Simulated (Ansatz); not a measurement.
Electronic density of states of amorphous Hf₁₈O₃₉Lu₂, density 9.44 g/cm³, on a 2×2×2 Γ-centred mesh with a Gaussian width of 0.1 eV; energies count from the Fermi level, whose place inside the gap is arbitrary. Cell and mesh are small, so fine structure isn't converged. These are PBE, scalar-relativistic without spin-orbit coupling (plane waves to 420 eV, PAW; Ansatz, an electronic-structure program) values and carry that method's errors. Sampling: a 2×2×2 Γ-centred mesh; Fermi-Dirac width 0.02 eV; no spin polarisation. At PBE the levels at the filled edge of the gap are localised (band-tail or defect states).

Preparation: random packing, a CHGNet melt and quench, and a DFT relaxation. O atoms were pushed apart under 1.9 Å during the dynamics, to hinder bonds among them. The hot cell started wider than the set density and was brought back towards it in steps. It is the lowest in DFT energy of 2 quenches. It is a model cell: composition and starting density were chosen by hand, and all elements were melted together. No dispersion term was used. Its density started from a set value of 9.04 and ended at 9.44 g/cm³. The quench (nominally 450 K/ps over its main leg) was far faster than any real one, so the model tends to hold more defects than a real film. Values belong to this one cell and scatter from quench to quench. Volume and shape were free in the relaxation.

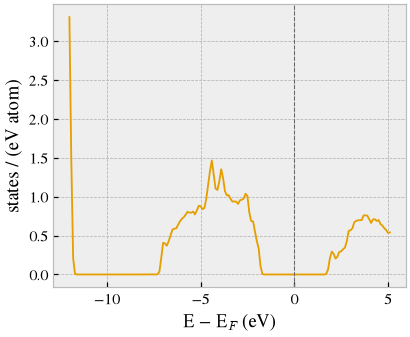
Fig. 1. Density of states per atom

The level gap on this mesh is 3.75 eV; the broadening fills part of it in the curve.
